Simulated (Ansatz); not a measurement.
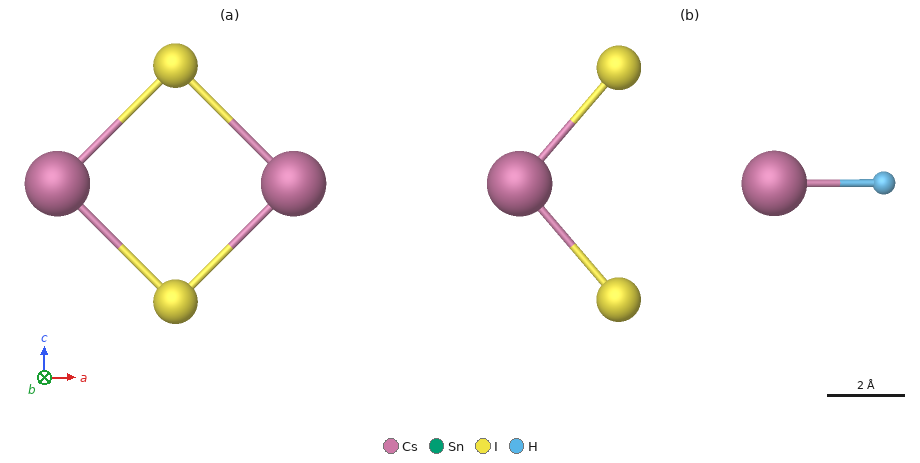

Left: perfect CsSnI3. Right: the same region with a pair of point defects, after relaxing the atoms in a supercell of 40 sites. A ball-and-stick model of the atoms within 5.4 Å of one point, in a slice 3.4 Å thick across the line of sight, seen along the b axis.

Theory: DFT, PBEsol, PAW, plane waves (Ansatz 0.2.0). Set-up: plane-wave cutoff 420 eV; k-point mesh 1 × 1 × 1; mesh shifted by (0.25, 0.25, 0.25); collinear spin. Fermi-Dirac smearing of 0.01 eV. The axes drawn are those of the host's conventional cell.

What kind of defect was made?

Answer. A caesium atom is replaced by hydrogen and an extra caesium atom is put between the host's atoms (an interstitial), the two sites 3.1 Å apart.

The charge state of the cell is 0.

What does the relaxation do around it?

Answer. In the host the Cs atom has ; the H atom ends with 1 I at 2.35 Å. The Cs atom starts with 2 Cs at 3.07 to 3.09 Å, 4 I at 3.08 Å around its place and ends with 1 H at 2.94 Å. Of the host's atoms, a caesium atom moves furthest from its site, by 0.67 Å. The H atom itself moves 3.48 Å from where it was put. The Cs atom itself moves 3.62 Å from where it was put. The cell's net moment is 1.00 μB.
